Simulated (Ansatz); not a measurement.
# AlFH3NS2: small, medium and large basis sets

How large a basis does AlFH3NS2 need? Two functionals are run in growing sets.

Program: Ansatz 0.2.0, Gaussian basis. Level of theory: one geometry, several basis sets. These are calculated values, not measurements.

The runs, in order: PBE0-D4/def2-SVP; ωB97M-V/def2-SVP; PBE0-D4/def2-QZVPP; ωB97M-V/def2-QZVPP; the functionals' def2-TZVPP values are taken from earlier runs.

### 1 The geometry

An earlier PBE0-D4 in a triple-zeta def2 set relaxation fixed the geometry.

8 atoms, charge 0, spin multiplicity 1.

Atoms are counted from 1 here; the program's logs count them from 0.

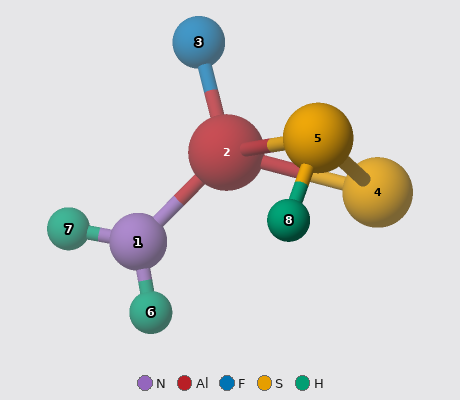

The geometry (nitrogen purple, aluminium red, fluorine blue, sulfur amber, hydrogen teal); atoms are numbered from 1 in the order of the file.

### 2 PBE0-D4 in def2-SVP

in.yaml reads:

```yaml
crystal:
  periodic: [false, false, false]
  atoms:
    - {symbol: N, position_ang: [0.880258, 1.208773, 0.131464]}
    - {symbol: Al, position_ang: [0.466375, -0.485231, 0.354883]}
    - {symbol: F, position_ang: [0.840788, -1.205149, 1.791188]}
    - {symbol: S, position_ang: [-0.125497, -1.719616, -1.377963]}
    - {symbol: S, position_ang: [-1.812064, -1.241470, -0.218770]}
    - {symbol: H, position_ang: [0.870958, 1.688578, -0.752169]}
    - {symbol: H, position_ang: [1.189328, 1.819070, 0.869326]}
    - {symbol: H, position_ang: [-2.218047, -0.121954, -0.853761]}
basis:
  gaussian: {orbitals: def2-SVP}
hamiltonian: {xc: pbe0, dispersion: d4}
output: {orbitals: {seedname: orbitals}}
```

The run is started by

```sh
$ ansatz run in.yaml --threads 4 --pin off --events-out ev --progress --plain --max-ram 10444MiB
```

The log of the run:

```text
Functional definition: PBE0
  name "PBE0"
  cite "Adamo & Barone, J. Chem. Phys. 110, 6158 (1999) doi:10.1063/1.478522"
  cite "Perdew, Burke & Ernzerhof, Phys. Rev. Lett. 77, 3865 (1996) doi:10.1103/PhysRevLett.77.3865"
  parent pbe
  parameter a = 0.25
  parameter kappa = 0.804
  parameter beta = 0.06672455060314922
  exchange = (1 - a)*pbe_x(kappa = kappa, mu = beta*pi^2/3) + a*exact_x
  correlation = pbe_c(beta = beta)
904 factors; integrals over basis functions are off by at most 8.7e-4 eV
mean field evaluation 1: about -32492.9334 eV, gradient 6.3e1 eV
mean field evaluation 2: about -32476.6671 eV, gradient 1.0e2 eV
mean field evaluation 4: about -32500.3063 eV, gradient 6.3e0 eV
mean field evaluation 8: about -32500.5135 eV, gradient 4.0e-1 eV
mean field evaluation 16: about -32500.5139 eV, gradient 1.7e-4 eV
mean field -32500.51390598 eV, -1194.3718564052 hartree, gradient 2.6e-5 eV, S^2 0.000000; 0 other end points of the search recorded, 0 dependent functions left out
reference -32500.51393357 eV, -1194.3718574191 hartree; 32, 32 occupied and 65, 65 virtual orbitals, 904 factors
Total energy: -32500.70817297 eV, -1194.3789955856 hartree
```

It took 0.85 s on 4 threads of Intel Xeon at 2.80GHz, shared host.

### 3 ωB97M-V in def2-SVP

Edit in.yaml of step 2 so:

```diff
@@ -13,3 +13,3 @@
   gaussian: {orbitals: def2-SVP}
-hamiltonian: {xc: pbe0, dispersion: d4}
+hamiltonian: {xc: {name: wB97M-V}}
 output: {orbitals: {seedname: orbitals}}
```

The command is unchanged.

The log of the run, shortened:

```text
Functional definition: wB97M-V
  name "wB97M-V"
  cite "Mardirossian & Head-Gordon, J. Chem. Phys. 144, 214110 (2016) doi:10.1063/1.4952647"
  cite "Becke, J. Chem. Phys. 107, 8554 (1997) doi:10.1063/1.475007"
  cite "Vydrov & Van Voorhis, J. Chem. Phys. 133, 244103 (2010) doi:10.1063/1.3521275"
  # Of w^i u^j: cxij and so on, Table III.
[...]
  gx(w, u) = 1 - cx + cx01*u + cx10*w
  gss(w, u) = css00 + css04*u^4 + css10*w + css20*w^2 + css43*w^4*u^3
  gos(w, u) = cos00 + cos10*w + (cos20 + cos21*u)*w^2 + (cos60 + cos61*u)*w^6
[...]
      + integral(e_c_pw_mod_opposite_spin*gos(b97_w_opposite, b97_u_opposite)) + vv10(b, c)
904 factors; integrals over basis functions are off by at most 8.7e-4 eV
279 factors; integrals over basis functions are off by at most 9.3e-6 eV
[...]
mean field -32512.78162426 eV, -1194.8226867365 hartree, gradient 3.5e-5 eV, S^2 0.000000; 0 other end points of the search recorded, 0 dependent functions left out
reference -32512.78166903 eV, -1194.8226883820 hartree; 32, 32 occupied and 65, 65 virtual orbitals, 904 factors
Total energy: -32512.78166903 eV, -1194.8226883820 hartree
```

Run time: 3.3 s. Hardware: 4 threads of Intel Xeon at 2.80GHz, shared host; peak memory 0.32 GiB.

### 4 PBE0-D4 in def2-QZVPP

Edit in.yaml of step 3 so:

```diff
@@ -12,4 +12,4 @@
 basis:
-  gaussian: {orbitals: def2-SVP}
-hamiltonian: {xc: {name: wB97M-V}}
+  gaussian: {orbitals: "def2-QZVPP.json"}
+hamiltonian: {xc: pbe0, dispersion: d4}
 output: {orbitals: {seedname: orbitals}}
```

The command is unchanged.

The log of the run:

```text
Functional definition: PBE0
  name "PBE0"
  cite "Adamo & Barone, J. Chem. Phys. 110, 6158 (1999) doi:10.1063/1.478522"
  cite "Perdew, Burke & Ernzerhof, Phys. Rev. Lett. 77, 3865 (1996) doi:10.1103/PhysRevLett.77.3865"
  parent pbe
  parameter a = 0.25
  parameter kappa = 0.804
  parameter beta = 0.06672455060314922
  exchange = (1 - a)*pbe_x(kappa = kappa, mu = beta*pi^2/3) + a*exact_x
  correlation = pbe_c(beta = beta)
1701 factors; their error is unknown
mean field evaluation 1: about -32507.3032 eV, gradient 7.5e1 eV
mean field evaluation 2: about -32460.3536 eV, gradient 1.3e2 eV
mean field evaluation 4: about -32516.7931 eV, gradient 1.1e1 eV
mean field evaluation 8: about -32517.0360 eV, gradient 1.2e-1 eV
mean field evaluation 16: about -32517.0699 eV, gradient 2.7e-4 eV
mean field -32517.06993526 eV, -1194.9802792591 hartree, gradient 3.1e-5 eV, S^2 0.000000; 0 other end points of the search recorded, 0 dependent functions left out
reference -32517.06997427 eV, -1194.9802806926 hartree; 32, 32 occupied and 382, 382 virtual orbitals, 1701 factors
Total energy: -32517.26421367 eV, -1194.9874188590 hartree
```

Run time: 6 s. Hardware: 4 threads of Intel Xeon at 2.80GHz, shared host; peak memory 1.6 GiB.

### 5 ωB97M-V in def2-QZVPP

Edit in.yaml of step 4 so:

```diff
@@ -13,3 +13,3 @@
   gaussian: {orbitals: "def2-QZVPP.json"}
-hamiltonian: {xc: pbe0, dispersion: d4}
+hamiltonian: {xc: {name: wB97M-V}}
 output: {orbitals: {seedname: orbitals}}
```

Same command.

The log of the run, shortened:

```text
Functional definition: wB97M-V
  name "wB97M-V"
  cite "Mardirossian & Head-Gordon, J. Chem. Phys. 144, 214110 (2016) doi:10.1063/1.4952647"
  cite "Becke, J. Chem. Phys. 107, 8554 (1997) doi:10.1063/1.475007"
  cite "Vydrov & Van Voorhis, J. Chem. Phys. 133, 244103 (2010) doi:10.1063/1.3521275"
  # Of w^i u^j: cxij and so on, Table III.
[...]
  gx(w, u) = 1 - cx + cx01*u + cx10*w
  gss(w, u) = css00 + css04*u^4 + css10*w + css20*w^2 + css43*w^4*u^3
  gos(w, u) = cos00 + cos10*w + (cos20 + cos21*u)*w^2 + (cos60 + cos61*u)*w^6
[...]
      + integral(e_c_pw_mod_opposite_spin*gos(b97_w_opposite, b97_u_opposite)) + vv10(b, c)
1602 factors; their error is unknown
337 factors; integrals over basis functions are off by at most 9.9e-6 eV
[...]
mean field -32529.28993903 eV, -1195.4293561145 hartree, gradient 7.9e-5 eV, S^2 0.000000; 0 other end points of the search recorded, 0 dependent functions left out
reference -32529.29000209 eV, -1195.4293584321 hartree; 32, 32 occupied and 382, 382 virtual orbitals, 1602 factors
Total energy: -32529.29000209 eV, -1195.4293584321 hartree
```

Wall time 12 s (4 threads of Intel Xeon at 2.80GHz, shared host); peak memory 1.8 GiB.

### 6 Density functionals: the series

The def2-TZVPP values come from earlier runs at the same geometry.

```tsv
functional	basis	functions	energy (eV)	from the largest (eV)	HOMO (eV)	LUMO (eV)
PBE0-D4	def2-SVP	97	-32500.7082	16.556	-7.18	-1.50
PBE0-D4	def2-TZVPP	230	-32516.1337	1.131	-7.30	-1.69
PBE0-D4	def2-QZVPP	414	-32517.2642	0.000	-7.35	-1.79
ωB97M-V	def2-SVP	97	-32512.7817	16.508	-9.40	0.75
ωB97M-V	def2-TZVPP	230	-32528.2214	1.069	-9.52	0.41
ωB97M-V	def2-QZVPP	414	-32529.2900	0.000	-9.57	0.16
```

### 7 Results

| quantity | value |
| --- | --- |
| PBE0-D4: double and triple zeta above quadruple | 16.56, 1.13 eV |
| ωB97M-V: double and triple zeta above quadruple | 16.51, 1.07 eV |

In words: For PBE0-D4 the step from double to triple zeta gains 15.43 eV and the next only 1.13 eV. Total energies overstate the basis error of differences, where much of it tends to cancel. The LUMO of ωB97M-V is positive and keeps falling with the basis (0.75 to 0.16 eV): an unbound level that the basis holds in place.

For PBE0-D4 the largest set took about 7 times as long as the smallest (6 s against 0.85 s).
